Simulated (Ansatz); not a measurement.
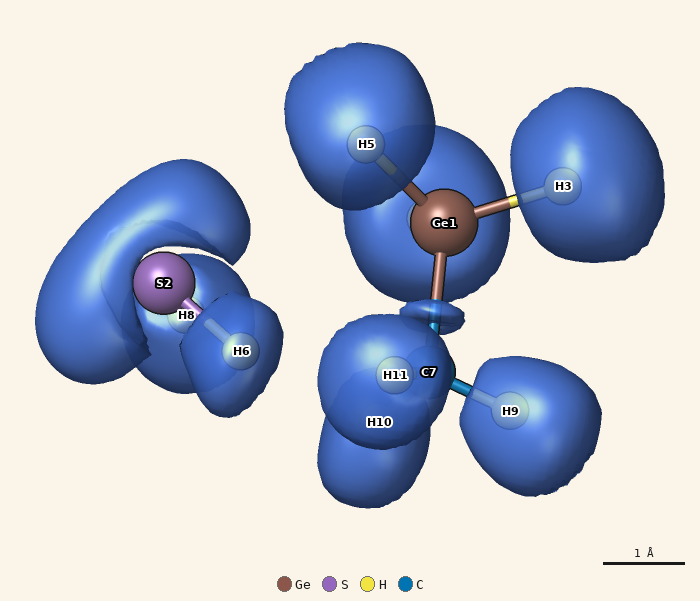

Figure. CH6Ge···H2S. Isosurface of the electron localisation function at 0.85 (blue), seen at an oblique angle. Core shells and regions of very low density are left out.

Level of theory: RKS PBE/def2-SVP in Ansatz.

```xyz
11

Ge   -0.7059    1.0770    0.2104
S     2.5474   -0.3345    0.4808
H    -2.0428    1.8357   -0.0573
H    -0.6058    0.8240    1.7393
H     0.4761    1.9552   -0.2622
H     1.5116   -0.8864   -0.2098
C    -0.7913   -0.6414   -0.7433
H     2.0985   -0.8766    1.6473
H    -1.8530   -0.9052   -0.9211
H    -0.3450   -1.4658   -0.1550
H    -0.2900   -0.5818   -1.7291
```

Question: Identify the bonds, lone pairs and shells in this picture.

Answer: The surface consists of eight regions around hydrogen nuclei, one lobe of the valence shell of C pointing towards Ge (polar bonds) and one region wrapped around S (its valence shell). Along the contacts the grid gives the following. C7···H6 (2.38 Å): the ELF dips to about 0.05 between them. C–Ge (1.97 Å): the ELF peaks at about 0.90 in the valence shell of C, 0.7 Å from its nucleus, and is about 0.70 at the midpoint.
